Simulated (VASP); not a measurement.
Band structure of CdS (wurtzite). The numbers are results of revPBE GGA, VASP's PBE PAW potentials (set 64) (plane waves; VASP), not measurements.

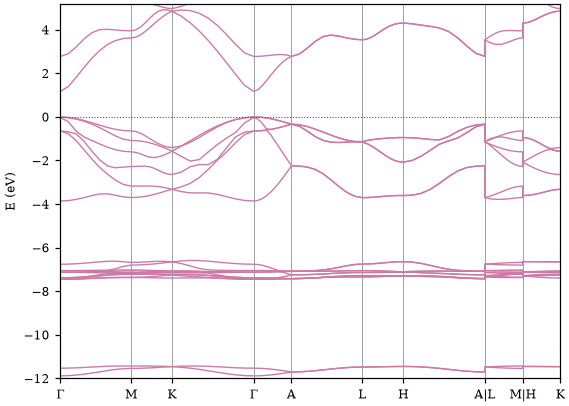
Figure: Bands along high-symmetry lines, zero at the valence-band maximum or, without a gap, the Fermi level

Problem. Read the plot: is there a gap, and where are the band edges?

Solution. The gap is direct, 1.17 eV, from the valence maximum at Γ to the conduction minimum at Γ. (Edges off the drawn lines would not show.)

Measured: gap 2.64 eV at 0 K (computed value off by -1.47 eV), as given by X. Ren et al., All-electron periodic G0W0 implementation with numerical atomic orbital basis functions: algorithm and benchmarks (2021), arXiv:2011.01400 [zero-point renormalisation of 0.068 eV removed from the gap extrapolated to 0 K (as printed)].

The compound is CdS in the wurtzite structure. It was relaxed first, which changed the volume by +8 %.
